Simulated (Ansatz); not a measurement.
**PH2 (SMILES [PH2]) at UB3LYP/6-31G(d) (spherical functions)**

What is the electronic atomisation energy of PH2 at UB3LYP/6-31G* (spherical functions)? 

The results are computed with Ansatz 0.2.0.

28 further runs of the same task are left out: 28 set aside as unsound or not needed.

### 1 The molecule

PH2: 3 atoms, total charge 0, spin state doublet. As SMILES, `[PH2]`. The shape is that of a PBE0-D4/def2-TZVP optimisation.

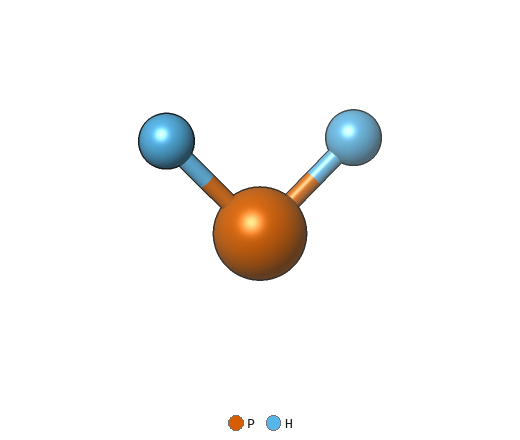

The structure, seen from a chosen angle (phosphorus orange, hydrogen blue).

### 2 The energy at UB3LYP/6-31G(d) (spherical functions)

Input file in.yaml:

```yaml
crystal:
  periodic: [false, false, false]
  atoms:
    - symbol: P
      position_ang: [0.525730, -0.309370, 0.258210]
    - symbol: H
      position_ang: [0.114640, 1.051490, 0.176750]
    - symbol: H
      position_ang: [-0.640370, -0.742120, -0.434970]
basis:
  gaussian:
    orbitals: 6-31G_st_-spherical.json
total_charge: 0
magnetization:
  spin_polarized: true
  initial_magnetization: 1
hamiltonian:
  xc: {name: B3LYP}
accuracy: high
output:
  orbitals: {seedname: orbitals}
```

The basis set 6-31G* is read from a file made from the Basis Set Exchange's data (not shown).

Command:

```
ansatz run in.yaml --threads 1 --pin off --max-ram 3480MiB --events-out events.jsonl --progress --plain --runs-dir runs
```

What it wrote:

```text
Warning: RAYON_NUM_THREADS=1 ignored (pool sized by the plan → 1); use --threads N
Functional definition: B3LYP
  name "B3LYP"
  parameter a0 = 0.2
  parameter ax = 0.72
  parameter ac = 0.81
  exchange = (1 - a0 - ax)*slater_x + ax*b88_x + a0*exact_x
  correlation = (1 - ac)*vwn_rpa_c + ac*lyp_c
380 factors; integrals over basis functions are off by at most 3.4e-9 eV
mean field evaluation 1: about -9319.6994 eV, gradient 4.7e0 eV
mean field evaluation 2: about -9319.8358 eV, gradient 2.7e0 eV
mean field evaluation 4: about -9319.8888 eV, gradient 4.1e-1 eV
mean field evaluation 8: about -9319.9449 eV, gradient 6.6e-3 eV
mean field evaluation 16: about -9319.9449 eV, gradient 3.0e-7 eV
mean field -9319.94494300 eV, -342.5016593697 hartree, gradient 1.0e-8 eV, S^2 0.753620; 0 other end points of the search recorded, 0 dependent functions left out
reference -9319.94496980 eV, -342.5016603546 hartree; 9, 8 occupied and 13, 14 virtual orbitals, 380 factors
Total energy: -9319.94496980 eV, -342.5016603546 hartree
```

Wall time 1.4 s (1 thread of Arm Neoverse V1, shared host); peak memory 0.099 GiB.

### 3 The H atom, same level

Input file run.yaml:

```yaml
crystal:
  periodic: [false, false, false]
  atoms:
    - symbol: H
      position_ang: [0.000000, 0.000000, 0.000000]
basis:
  gaussian: {orbitals: "6-31G*"}
magnetization: {spin_polarized: true, initial_magnetization: 1}
hamiltonian: {xc: {name: B3LYP}}
accuracy: high
```

Command:

```
ansatz run run.yaml --threads 1 --pin off --max-ram 3480MiB --events-out events.jsonl --progress --plain --runs-dir runs
```

What it wrote:

```text
Warning: RAYON_NUM_THREADS=1 ignored (pool sized by the plan → 1); use --threads N
Functional definition: B3LYP
  name "B3LYP"
  parameter a0 = 0.2
  parameter ax = 0.72
  parameter ac = 0.81
  exchange = (1 - a0 - ax)*slater_x + ax*b88_x + a0*exact_x
  correlation = (1 - ac)*vwn_rpa_c + ac*lyp_c
3 factors; integrals over basis functions are off by at most 5.4e-10 eV
mean field evaluation 1: about -13.6135 eV, gradient 2.1e-1 eV
mean field evaluation 2: about -13.6127 eV, gradient 2.0e-1 eV
mean field evaluation 4: about -13.6131 eV, gradient 4.2e-7 eV
mean field evaluation 8: about -13.6131 eV, gradient 8.0e-10 eV
mean field -13.61309805 eV, -0.5002721262 hartree, gradient 8.6e-9 eV, S^2 0.750000; 0 other end points of the search recorded, 0 dependent functions left out
reference -13.61311596 eV, -0.5002727842 hartree; 1, 0 occupied and 1, 2 virtual orbitals, 3 factors
Total energy: -13.61311596 eV, -0.5002727842 hartree
```

Wall time 0.12 s (1 thread of Arm Neoverse V1, shared host).

### 4 The P atom, same level

Input file molecule.yaml:

```yaml
crystal:
  periodic: [false, false, false]
  atoms:
    - symbol: P
      position_ang: [0.000000, 0.000000, 0.000000]
basis:
  gaussian:
    orbitals: 6-31G_st_-spherical.json
magnetization:
  spin_polarized: true
  initial_magnetization: 3
hamiltonian:
  xc: {name: B3LYP}
accuracy: high
```

The basis set 6-31G* is read from a file made from the Basis Set Exchange's data (not shown).

Run the same way, it converges to -341.25534 Eh (log not shown).

### 5 Outcome

At UB3LYP/6-31G* (spherical functions):

| quantity | value |
| --- | --- |
| molecule: total energy | -342.50166 Eh |
| molecule: HOMO energy (highest over α and β) | -6.78 eV |
| molecule: LUMO energy (lowest over α and β) | -3.36 eV |
| molecule: ⟨S²⟩ | 0.754 |
| H atom: total energy | -0.50027 Eh |
| H atom: ⟨S²⟩ | 0.750 |
| P atom: total energy | -341.25534 Eh |
| P atom: ⟨S²⟩ | 3.750 |
| electronic atomisation energy | 6.688 eV |

**Reading.** Taking the molecule apart into free atoms costs 6.69 eV (645 kJ/mol), before zero-point energy and without spin-orbit coupling.
